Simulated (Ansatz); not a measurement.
# AlBrCl3H: what the fields show

The calculation's input:

```
crystal:
  periodic: [false, false, false]
  atoms:
    - {symbol: Al, position_ang: [-0.649059, 0.350346, -0.046663]}
    - {symbol: Cl, position_ang: [1.753793, -0.272812, -0.550006]}
    - {symbol: Cl, position_ang: [-1.521880, -0.066507, -1.894628]}
    - {symbol: Cl, position_ang: [-0.393145, 2.344456, 0.508846]}
    - {symbol: H, position_ang: [1.681525, -1.165571, 0.379469]}
    - {symbol: Br, position_ang: [-0.871334, -1.190013, 1.602882]}
basis:
  gaussian: {orbitals: def2-TZVPP}
hamiltonian: {xc: pbe0, dispersion: d4}
output: {orbitals: {seedname: orbitals}}
```

Command:

```sh
ansatz run in.yaml --threads 8 --pin off --events-out ev --progress --plain --max-ram 19148MiB
```

The product side of a reaction path; geometry: PBE0-D4/def2-TZVP.

These are results of Ansatz, RKS PBE0-D4/def2-TZVPP, not measurements.

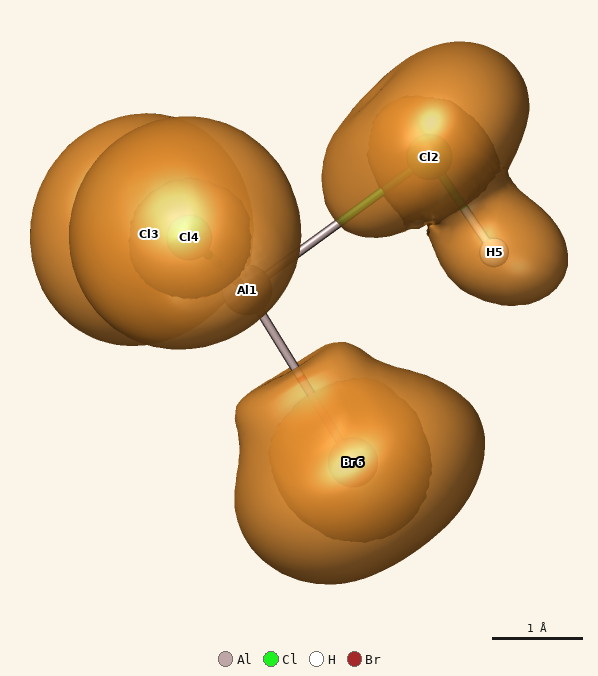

Figure 1. Isosurface of the electron localisation function at 0.75 (orange), seen across its widest extent. Only the valence region is drawn (cores and ρ < 0.01 e/Å³ removed).

What do the ELF domains correspond to?

The ELF exceeds this value in one region on Br in which the atom's valence shell and bonds are merged, two regions on Cl in which the atom's valence shell and bonds are merged and one joined region spread over several atoms (Cl, H), in which their bonds and any lone pairs are merged.


Al–Cl (2.09 Å): the ELF peaks at about 0.85 in the valence shell of Cl, 0.9 Å from its nucleus, and is about 0.80 at the midpoint. Al–Br (2.27 Å): the ELF peaks at about 0.85 in the valence shell of Br, 1.1 Å from its nucleus, and is about 0.85 at the midpoint.

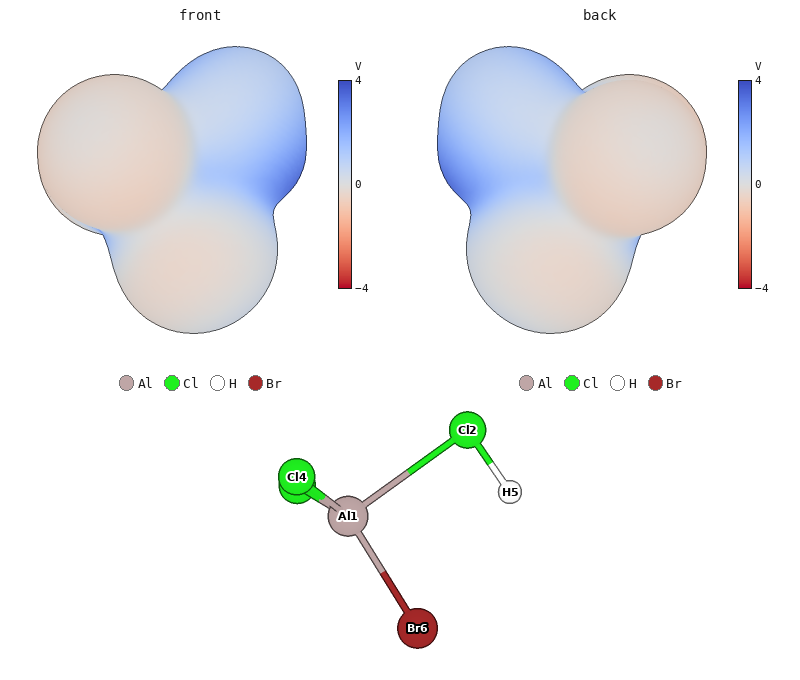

Figure 2. The molecular electrostatic potential painted on the density surface at 0.002 e/bohr³, seen from the front and from behind; red is negative and blue positive. The bare structure is drawn below in the same view.

Where is the surface potential most negative and most positive?

The most negative region (about −0.5 V, or −12 kcal/mol for a unit charge) lies over Cl3 and Cl4, the most positive (about +3.1 V, or +71 kcal/mol for a unit charge) over H5.

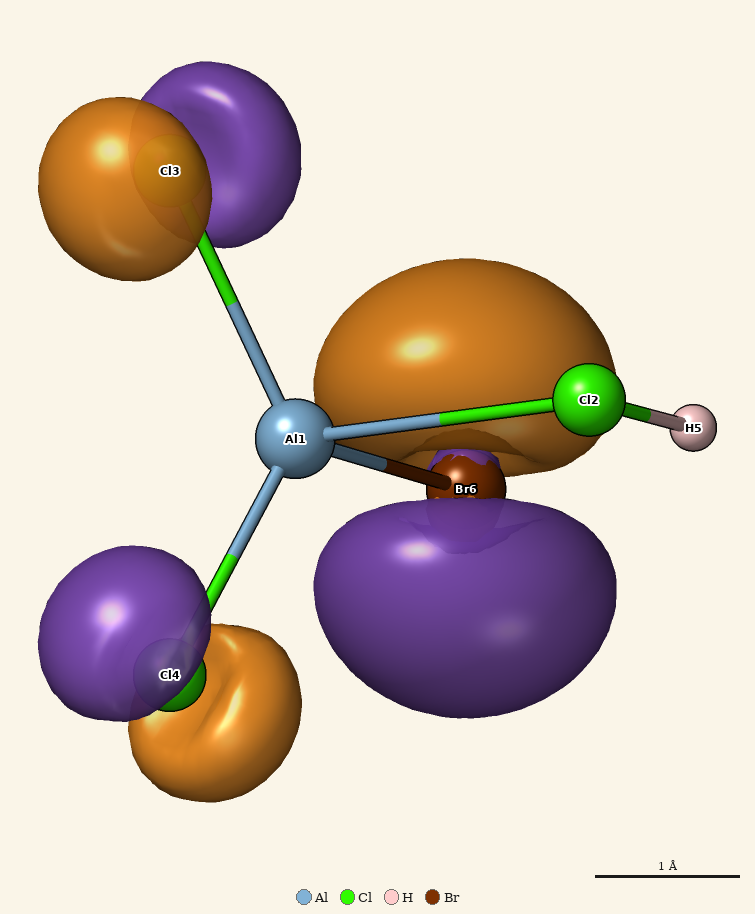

Figure 3. One frontier orbital at ±0.15 Å⁻³ᐟ² (orange and purple are the two phases), seen from one side.

Which orbital is it: HOMO or LUMO?

The HOMO, at −8.65 eV. Its weight (Hirshfeld) is mainly on Br6 (about 65 %), Cl3 (about 15 %) and Cl4 (about 15 %); largely a lone pair of Br6.
